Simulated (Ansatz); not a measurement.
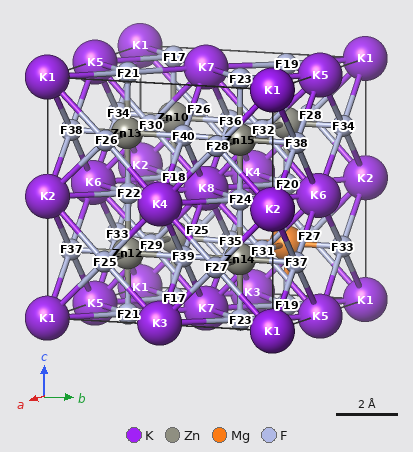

This is the input geometry for a relaxation of solid K$_{8}$Zn$_{7}$MgF$_{24}$ (a generated structure, set up in P1). The picture is a ball-and-stick view of the cell of the calculation, seen slightly off an axis.

Computed with Ansatz 0.2.0, DFT, PBEsol, PAW, plane waves.

The input:
```yaml
crystal:
  lattice:
    - [8.089888, 0.000000, 0.000000]
    - [0.000000, 8.089888, 0.000000]
    - [0.000000, 0.000000, 8.089888]
  atoms:
    - { symbol: K, position: [0.998948, 0.997653, 0.998986] }
    - { symbol: K, position: [0.001012, 0.999672, 0.504604] }
    - { symbol: K, position: [0.003537, 0.498685, 0.005910] }
    - { symbol: K, position: [0.995403, 0.496445, 0.498661] }
    - { symbol: K, position: [0.500686, 0.004088, 0.996256] }
    - { symbol: K, position: [0.499270, 0.996046, 0.496112] }
    - { symbol: K, position: [0.501622, 0.497537, 0.002070] }
    - { symbol: K, position: [0.502109, 0.498072, 0.499629] }
    - { symbol: Zn, position: [0.246500, 0.250101, 0.250797] }
    - { symbol: Zn, position: [0.246874, 0.247384, 0.746463] }
    - { symbol: Zn, position: [0.249058, 0.751585, 0.751255] }
    - { symbol: Zn, position: [0.751173, 0.252461, 0.249815] }
    - { symbol: Zn, position: [0.752608, 0.250345, 0.748568] }
    - { symbol: Zn, position: [0.754229, 0.751853, 0.252648] }
    - { symbol: Zn, position: [0.747769, 0.749686, 0.746765] }
    - { symbol: Mg, position: [0.246949, 0.753195, 0.251999] }
    - { symbol: F, position: [0.250933, 0.250274, 0.999301] }
    - { symbol: F, position: [0.252665, 0.250247, 0.502346] }
    - { symbol: F, position: [0.251861, 0.751548, 0.995571] }
    - { symbol: F, position: [0.250401, 0.753026, 0.498147] }
    - { symbol: F, position: [0.747063, 0.252030, 0.998520] }
    - { symbol: F, position: [0.748956, 0.254924, 0.498324] }
    - { symbol: F, position: [0.750477, 0.752625, 0.000779] }
    - { symbol: F, position: [0.748476, 0.750259, 0.499080] }
    - { symbol: F, position: [0.998326, 0.250930, 0.246887] }
    - { symbol: F, position: [0.997968, 0.256333, 0.749646] }
    - { symbol: F, position: [0.000083, 0.746813, 0.250031] }
    - { symbol: F, position: [0.997583, 0.751458, 0.752702] }
    - { symbol: F, position: [0.502698, 0.253625, 0.252643] }
    - { symbol: F, position: [0.494939, 0.248130, 0.747403] }
    - { symbol: F, position: [0.499117, 0.747277, 0.253473] }
    - { symbol: F, position: [0.499558, 0.747779, 0.753457] }
    - { symbol: F, position: [0.252453, 0.999428, 0.252275] }
    - { symbol: F, position: [0.251738, 0.003656, 0.753096] }
    - { symbol: F, position: [0.247851, 0.500715, 0.246083] }
    - { symbol: F, position: [0.248199, 0.498499, 0.746705] }
    - { symbol: F, position: [0.753665, 0.000311, 0.251723] }
    - { symbol: F, position: [0.750846, 0.000830, 0.747229] }
    - { symbol: F, position: [0.753414, 0.499019, 0.249676] }
    - { symbol: F, position: [0.750746, 0.498384, 0.750649] }
  symmetry: { detect: false }
kpoints:
  mp_grid: { grid: [1, 1, 1], shift: [0.25, 0.25, 0.25] }
hamiltonian:
  xc: pbesol
scf:
  occupations: { method: fermi_dirac, width: 0.01 }
relax:
  f_tol: 0.03
  max_steps: 80
  escape_saddle: false
  adjacent_minimum: "off"
  cell: { fix: [shape] }
output:
  forces: true
  eigenvalues: true
  populations: true
```

Run as
```bash
ansatz run in.yaml --threads 7 --pin off --max-ram 13300MiB --runs-dir r --events-out ev --progress --plain
```

### What does the optimiser find from here?

The atom that moves furthest is F19 (0.060 Å roughly along [−1 −1 3]). Largest moves by element: F 0.060 Å, K 0.058 Å, Zn 0.044 Å, Mg 0.038 Å. The cell stays as it was. Some distances before and after: K3–F35 2.772 → 2.861 Å, K5–F31 2.940 → 2.861 Å, Mg16–F19 2.075 → 2.000 Å, Zn11–F19 1.977 → 2.045 Å. Among the angles between lasting bonds that change: Zn10–F26–Zn13 176.4° → 179.8°, F26–Zn10–F34 93.2° → 90.0°, F28–Zn15–F32 177.1° → 180.0°. The space group (tolerance 0.01 Å) goes from P1 (No. 1) to Pm-3m (No. 221). Over 4 geometry steps the energy falls by 3.9 meV per atom. The largest force component goes from 0.71 to 0.0018 eV/Å. The pressure goes from 0.19 to 0.04 GPa.

The structure at the end:

```xyz
40
Lattice="8.0889 0.0000 0.0000 0.0000 8.0889 0.0000 0.0000 0.0000 8.0889" Properties=species:S:1:pos:R:3 pbc="T T T"
K     8.0881    0.0029    8.0877
K     8.0881    0.0030    4.0441
K     8.0881    4.0466    8.0878
K     8.0879    4.0466    4.0439
K     4.0443    0.0030    8.0877
K     4.0444    0.0030    4.0440
K     4.0444    4.0466    8.0877
K     4.0446    4.0466    4.0441
Zn    2.0220    2.0248    2.0215
Zn    2.0217    2.0250    6.0660
Zn    2.0218    6.0694    6.0658
Zn    6.0663    2.0247    2.0214
Zn    6.0661    2.0249    6.0659
Zn    6.0661    6.0691    2.0214
Zn    6.0663    6.0693    6.0660
Mg    2.0218    6.0692    2.0214
F     2.0244    2.0262    0.0006
F     2.0192    2.0236    4.0424
F     2.0226    6.0693    0.0218
F     2.0209    6.0695    4.0211
F     6.0636    2.0210    8.0883
F     6.0688    2.0287    4.0435
F     6.0665    6.0732    0.0006
F     6.0658    6.0654    4.0424
F     0.0009    2.0243    2.0190
F     8.0886    2.0257    6.0685
F     0.0221    6.0707    2.0220
F     0.0009    6.0687    6.0667
F     4.0428    2.0253    2.0241
F     4.0436    2.0242    6.0634
F     4.0214    6.0676    2.0210
F     4.0427    6.0701    6.0652
F     2.0221    8.0690    2.0202
F     2.0209    0.0014    6.0662
F     2.0216    4.0696    2.0227
F     2.0225    4.0485    6.0657
F     6.0649    0.0012    2.0253
F     6.0669    0.0024    6.0621
F     6.0678    4.0482    2.0177
F     6.0654    4.0474    6.0697
```

The end point in the same view:

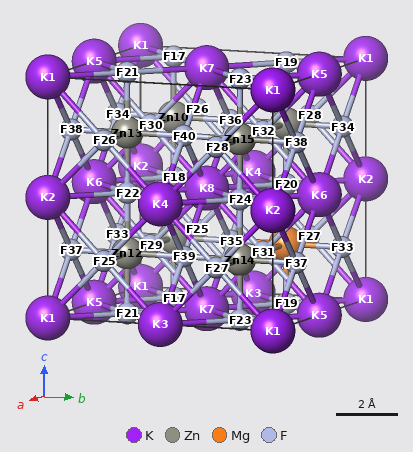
